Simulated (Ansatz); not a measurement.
Electronic density of states of amorphous In₉Ga₉Zn₉O₃₉W, density 5.98 g/cm³, on a 2×2×2 Γ-centred mesh with a Gaussian width of 0.1 eV; energies count from the Fermi level, whose place inside the gap is arbitrary. Cell and mesh are small, so fine structure isn't converged. All values below come from PBE, scalar-relativistic without spin-orbit coupling (plane waves to 420 eV, PAW; Ansatz, a first-principles code). Sampling: a 2×2×2 Γ-centred mesh; Fermi-Dirac width 0.02 eV; no spin polarisation. At PBE the levels at the filled edge of the gap are localised (band-tail or defect states).

Preparation: random packing, a CHGNet melt and quench, and a DFT relaxation. O atoms were pushed apart under 1.9 Å during the dynamics, to hinder bonds among them. The hot cell started wider than the set density and was brought back towards it in steps. It is the lowest in DFT energy of 2 quenches. It is a model cell: composition and starting density were chosen by hand, and all elements were melted together. No dispersion term was used. Its density started from a set value of 5.97 and ended at 5.98 g/cm³. Cooling (nominally 210 K/ps over its main leg) ran many orders faster than in experiment, which tends to leave more defects and strain. One small periodic cell is one sample of the glass; other quenches scatter about these values. The volume was free in the relaxation, at fixed shape. Stress components on the final sampling reach 1.9 GPa. On a 2×2×2 Γ-centred mesh force components of up to 0.19 eV/Å stay, since the relaxation ran on the zone centre alone.

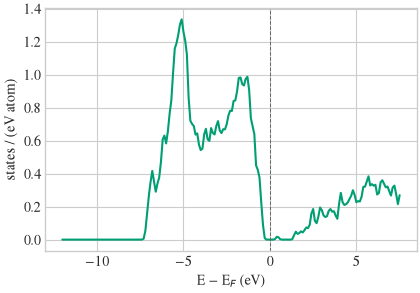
Figure. Density of states per atom

The level gap on this mesh is 0.91 eV; the broadening fills part of it in the curve.
